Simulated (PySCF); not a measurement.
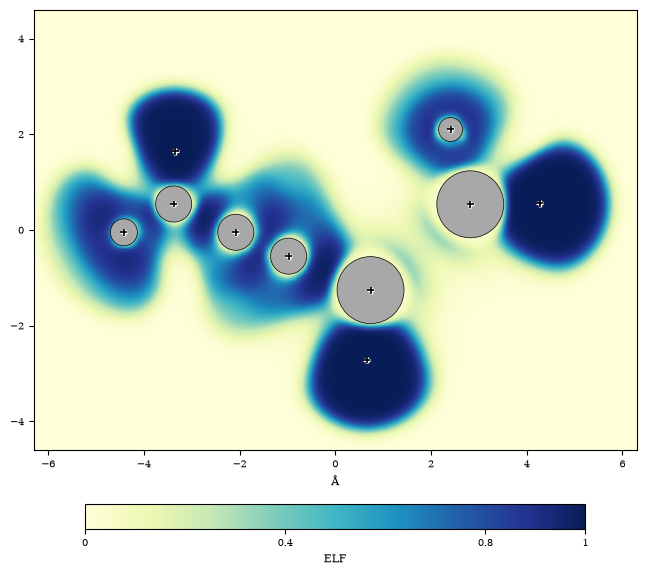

The electron localisation function on a plane through atoms (crosses mark nuclei in the plane; grey discs cover the cores).

Method: CAM-B3LYP/def2-SVPD, SCF density, gas phase in PySCF 2.14.0.

Candidates:
A. C$_{5}$H$_{7}$FOSi$_{2}$
B. C$_{4}$H$_{11}$ClSSi

Q: Which candidate gave the map?

A: Candidate A: C$_{5}$H$_{7}$FOSi$_{2}$ on the plane of atoms C4, Si5 and H11, which holds O, C, Si, F and H. C–O (1.20 Å): the ELF peaks at about 0.85 between the atoms: a multiple bond. C–C (1.21 Å): the ELF peaks at about 0.85 between the atoms: a short, multiple covalent bond.
